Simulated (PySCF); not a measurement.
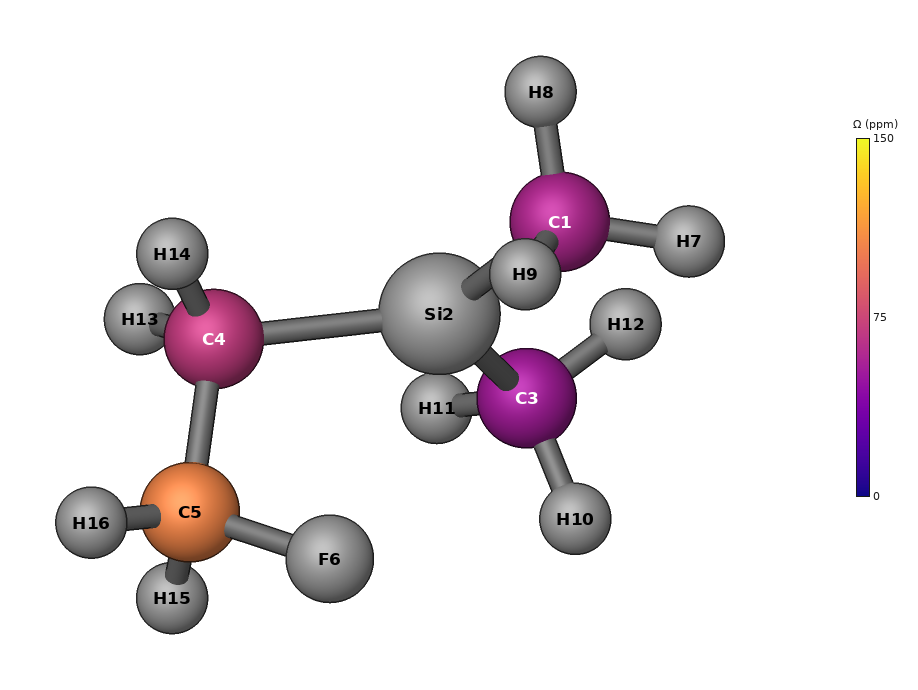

The C atoms are coloured by the span of their shielding tensor. Charge +1, singlet. Geometry: an end point of a reaction path computed with GFN2-xTB. Properties computed with GIAO PBE0/pcSseg-1 NMR shielding, non-relativistic, gas phase (PySCF 2.14.0). Principal shieldings σ11 ≤ σ22 ≤ σ33, span Ω = σ33 − σ11, skew κ = 3(σiso − σ22)/Ω.

Which C atom has the most anisotropic shielding?

C5, with a span of 106 ppm.

Give the shielding tensors of the C atoms.

| atom | σ11 | σ22 | σ33 | σiso | Ω | κ |
| --- | --- | --- | --- | --- | --- | --- |
| C1 | 131.8 | 175.1 | 191.6 | 166.2 | 59.8 | −0.45 |
| C3 | 138.3 | 175.9 | 192.1 | 168.7 | 53.8 | −0.40 |
| C4 | 103.5 | 168.2 | 173.2 | 148.3 | 69.8 | −0.86 |
| C5 | 57.8 | 76.7 | 164.1 | 99.5 | 106.2 | 0.64 |

Shieldings and span in ppm.
